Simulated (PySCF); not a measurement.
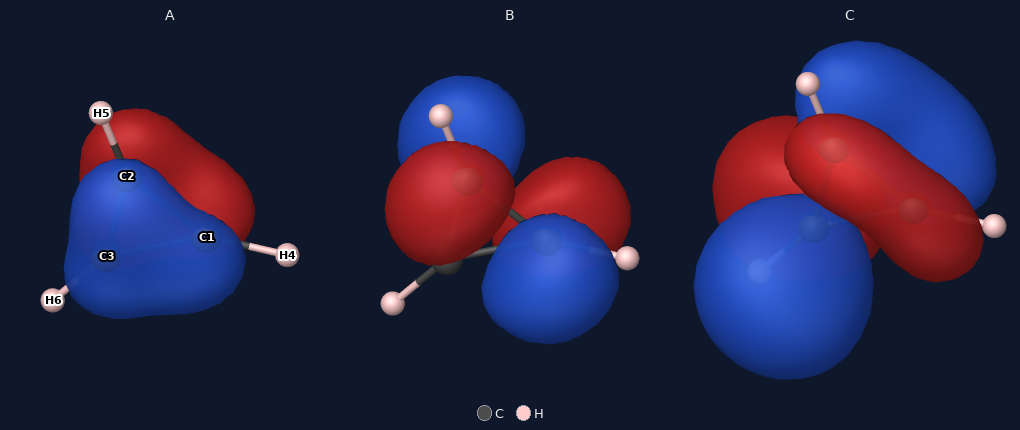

Figure. C3H3, charge +1, SMILES `[CH+]1C=C1`. Natural orbitals of the π active space, CASSCF(2,3), triplet state at the geometry of the singlet, in order of falling occupation.

PySCF calculation, 6-311+G** basis, gas phase; geometry: GFN2-xTB. No frequency check shows the geometry to be a minimum.

**What are the natural occupation numbers?**

A 1.00, B 1.00, C 0.00.

**Where does the lowest triplet lie relative to the singlet, at this geometry and within this active space?**

7.54 eV above it by strongly contracted NEVPT2 (+7.00 eV by CASSCF); a small basis tends to put such gaps a few tenths of an eV too high. This is a vertical energy for π states alone; a state that uses lone pairs or σ orbitals may lie lower.
